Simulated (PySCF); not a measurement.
## A study: Cl2F2Si, SMILES `F[Si](F)(Cl)Cl`

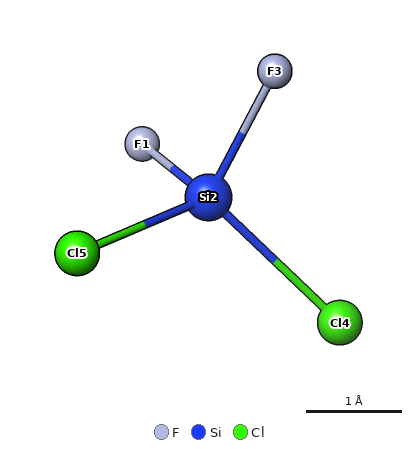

The molecule, with its atoms numbered as below. No frequency check shows the geometry to be a minimum.

Cartesian coordinates (Å):

```
F1      -0.0001   -1.2745   -1.2250
Si2      0.0000   -0.2525   -0.0001
F3       0.0001   -1.2745    1.2251
Cl4     -1.6825    0.7787    0.0001
Cl5      1.6824    0.7787   -0.0001
```

### 1. Bonding charge

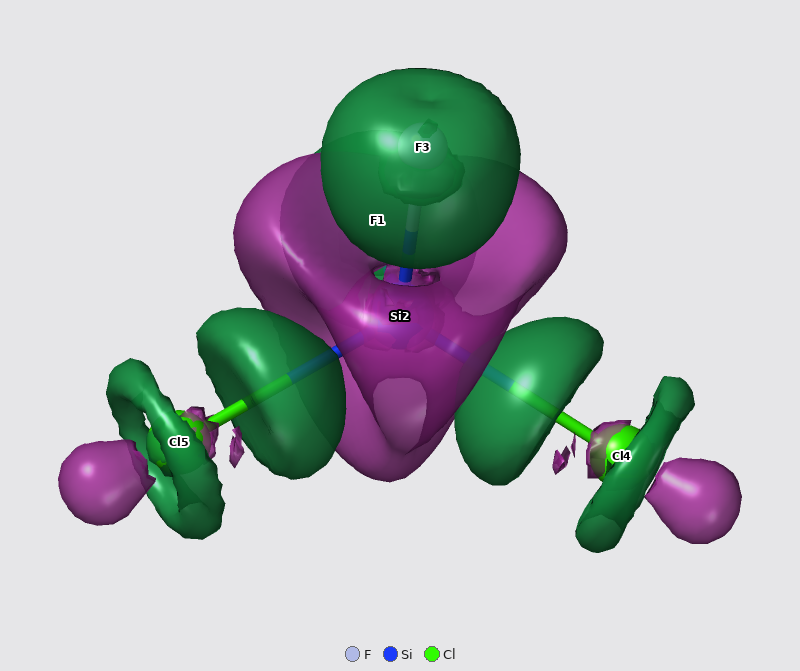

Deformation density (molecule less spherical, spin-averaged free atoms at the same positions), surfaces at ±0.05 e/Å³; green: gain, purple: loss.

Method: PBE/def2-TZVP; geometry: GFN2-xTB; program: PySCF.

Q: How much density has each bond gained at its critical point, relative to the free atoms?

A: Si2–Cl5 and Si2–Cl4: +0.12 e/Å³ at the bond critical point (bond length 1.97 Å, Mayer order 1.3). F1–Si2 and Si2–F3: +0.10 e/Å³ at the bond critical point (bond length 1.59 Å, Mayer order 1.2); up to 0.6 Å beside the axis the gain reaches +0.33 e/Å³. In all, 1.0 electrons gather in the regions of gain relative to the promolecule. A small or negative value marks a very polar bond, one between electron-rich atoms, whose free-atom densities already overlap strongly, a long bond to a heavier atom, or a closed-shell contact such as a hydrogen bond.

### 2. Bond critical points

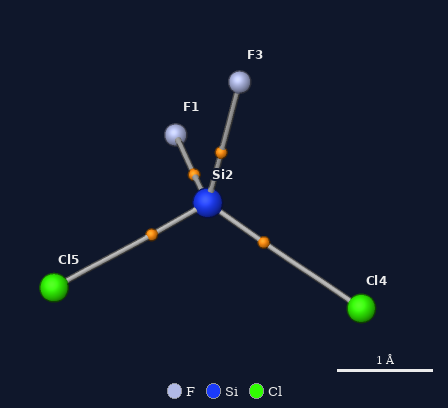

Molecular graph of the electron density (QTAIM): bond paths, bond critical points (orange), ring points (yellow, if any); weak paths are dashed.

Q: How many critical points of each kind are there, and does the count close?

A: 5 nuclei, 4 bond, 0 ring and 0 cage critical points: 5 − 4 + 0 − 0 = 1, as the Poincaré–Hopf relation requires.

Q: What does the calculation give at each kind of bond critical point?

A:
| bond | length (Å) | ρ (a.u.) | ∇²ρ (a.u.) | ε | H (a.u.) |
| --- | --- | --- | --- | --- | --- |
| F1–Si2 (2 alike) | 1.595 | 0.143 | +0.97 | 0.01 | −0.048 |
| Si2–Cl5 (2 alike) | 1.973 | 0.117 | +0.29 | 0.00 | −0.066 |

Q: What kind of interaction is Si2–Cl5?

A: Polar or intermediate (positive Laplacian, negative energy density H): ρ = 0.117, ∇²ρ = +0.29, H = −0.066 a.u.

### 3. Local ionisation energy

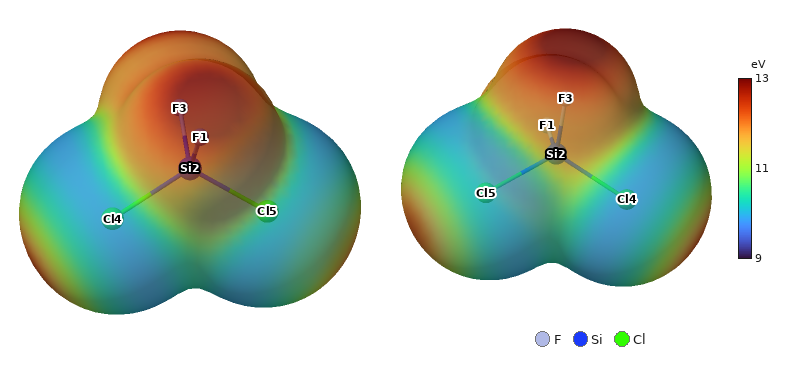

Average local ionisation energy on the surface of electron density 0.001 a.u. (back view left, front view right).

Q: Locate the minima of the map.

A: The lowest value is 9.9 eV, 2.1 Å from Cl4, and at like points elsewhere. For comparison, the highest occupied orbital lies at −8.7 eV.

Q: What volume does the surface enclose, and what is the dipole moment?

A: About 107 Å³; the dipole moment is 1.4 D.

### 4. In an electric field

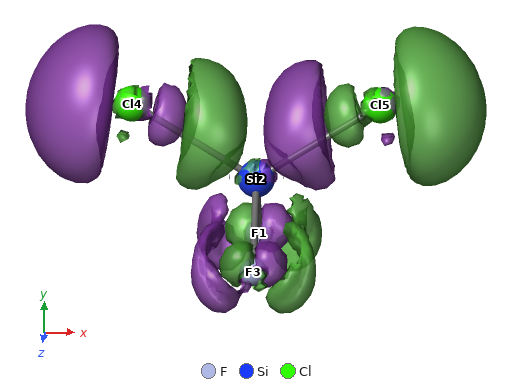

Change of the electron density in a uniform field of 0.21 V/Å, surfaces at ±0.002 e/Å³ (purple: gain, green: loss).

Computed with PySCF, PBE/def2-TZVP, geometry: GFN2-xTB. A basis without diffuse functions makes polarisabilities too small.

Q: Along which Cartesian direction does the field point?

A: Along +x: electrons gather on the −x side, against the field.

Q: What dipole is induced, and what polarisability does it imply?

A: The induced dipole is 0.56 D (along the field); α along this axis, from the fields in both directions, is 55 bohr³ (8.1 Å³).

Q: Which atoms gain and lose the most charge?

A: Electrons gather most on Cl4 (Hirshfeld charge changes by −0.019 e) and leave Cl5 most (+0.019 e); 0.046 electrons are displaced in all.

### 5. Removing or adding an electron

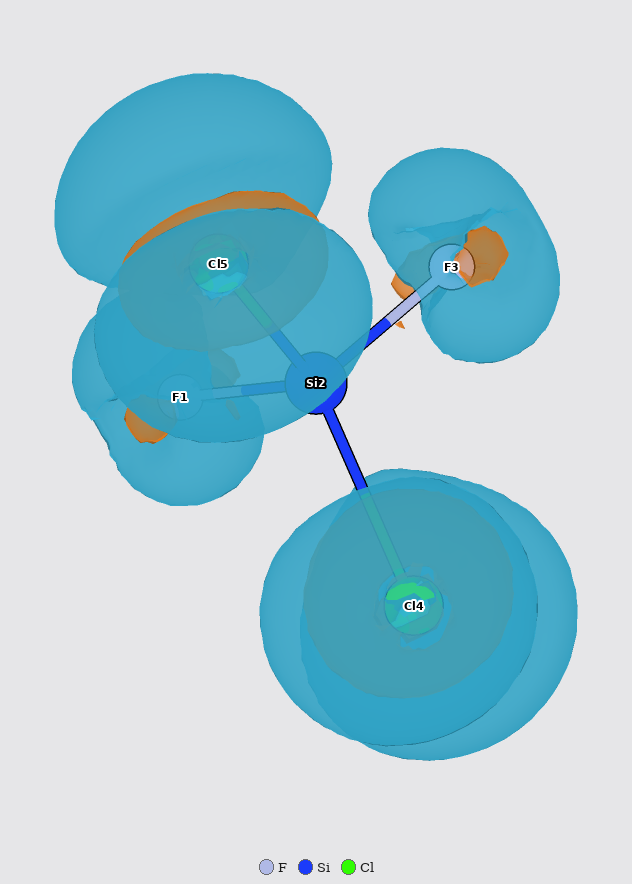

Fukui function f⁻ = ρ(N) − ρ(N−1) at fixed geometry, surfaces at ±0.015 e/Å³ (light blue positive, orange negative).

Computed with PySCF, PBE/def2-TZVP, geometry: GFN2-xTB.

Q: Which atoms respond most to the removal of an electron?

A: f⁻ (Hirshfeld-condensed) is largest on Cl4 and Cl5 (0.37 each); the vertical ionisation energy is 11.93 eV (the stability of the cation's solution wasn't checked). Condensed values hint at sites of electrophilic attack but needn't mark the atom that reacts. Orbital relaxation makes it negative in places (0.11 e in all).

| atom | f⁻ | charge |
| --- | --- | --- |
| F1 | +0.08 | −0.18 |
| Si2 | +0.10 | +0.43 |
| F3 | +0.08 | −0.18 |
| Cl4 | +0.37 | −0.04 |
| Cl5 | +0.37 | −0.04 |

The PySCF runs shown took 19 s, 47 s and 62 s on 1 thread of Arm Neoverse V2, with other jobs on the host.
